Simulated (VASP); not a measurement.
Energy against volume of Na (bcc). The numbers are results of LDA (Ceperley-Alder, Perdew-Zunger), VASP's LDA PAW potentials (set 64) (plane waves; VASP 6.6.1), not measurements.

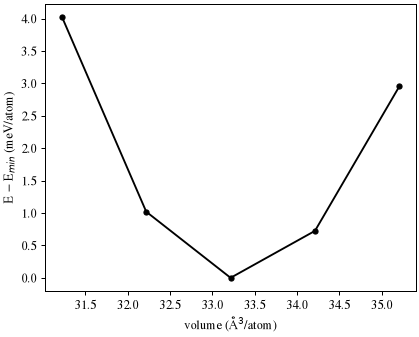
Figure: Energy against volume

**Question.** Estimate the equilibrium volume and the bulk modulus.

**Answer.** The minimum lies near 33.3 Å³/atom, and the curvature gives B0 of about 9.2 GPa.

Measured: bulk modulus 7.9 GPa at 0 K (computed value off by +16.7 %), as given by Daniel Mejia-Rodriguez et al., Physical Review B (2018), arXiv:1807.09216 [0 K value with the zero-point phonon effect removed]; a 4.214 Å at 0 K (computed value off by -3.8 %), as given by Daniel Mejia-Rodriguez et al., Physical Review B (2018), arXiv:1807.09216 [static lattice: zero-point anharmonic expansion removed].

The compound is Na in the bcc structure. It was relaxed first, which changed the volume by -14 %.
